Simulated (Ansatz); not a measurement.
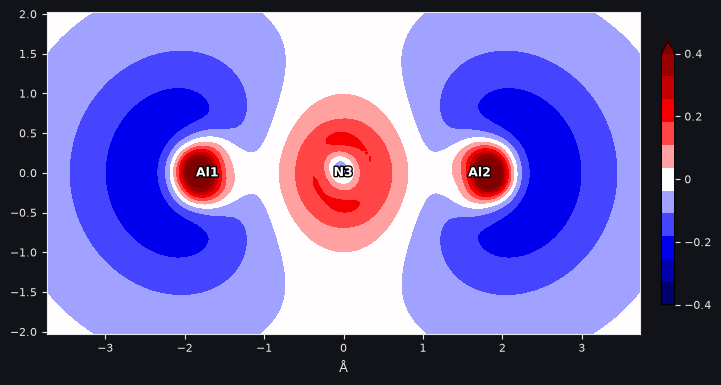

The picture shows: Al₂N (doublet). The HOMO (β) on a plane that holds the molecular axis (values in Å⁻³ᐟ²; the overall sign is arbitrary).

Geometry: PBE0-D4/def2-TZVP.

The calculation used UKS PBE0-D4/def2-TZVP (Ansatz 0.2.0).

### Where does this orbital lie, and at what energy?

It lies mainly on Al1 (about 45 %) and Al2 (about 45 %); it is of σ type; it is gerade (even under inversion). Its energy is −6.16 eV.
